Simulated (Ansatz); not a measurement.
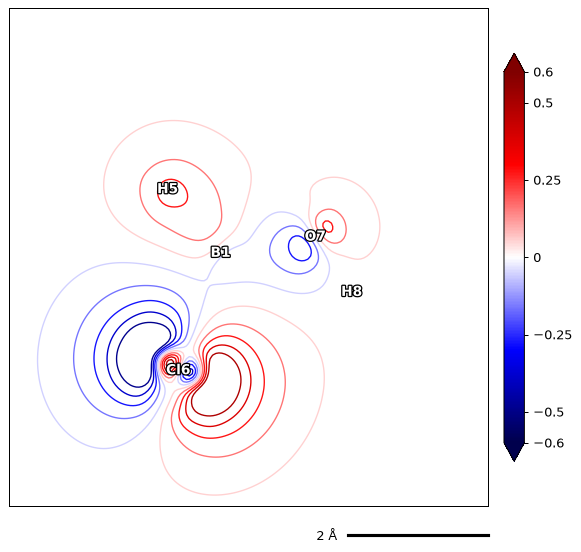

*BClH₂O···NH₃. The HOMO−1 on the plane of atoms B1, O7 and H8 (values in Å⁻³ᐟ²; the overall sign is arbitrary).*

Not at a stationary point (largest force 1.2 eV/Å).

These are results of RHF/def2-SVP in Ansatz 0.2.0, not measurements.

```xyz
9

B    -0.2137    0.5070   -0.4794
N    -0.0527   -0.0387    2.2095
H    -0.7938   -0.2492    2.8550
H     0.8185   -0.2535    2.6625
H     0.9128    0.1561   -0.5996
Cl   -1.5344   -0.5184   -1.0879
O    -0.4918    1.7651   -0.0118
H    -1.4133    1.9784   -0.0223
H    -0.0702    0.9704    2.0179
```

> Where does this orbital lie, and at what energy?

Its weight (Hirshfeld) is mainly on Cl6 (about 80 %) and B1 (about 10 %); largely a lone pair of Cl6. Its energy is −12.05 eV.
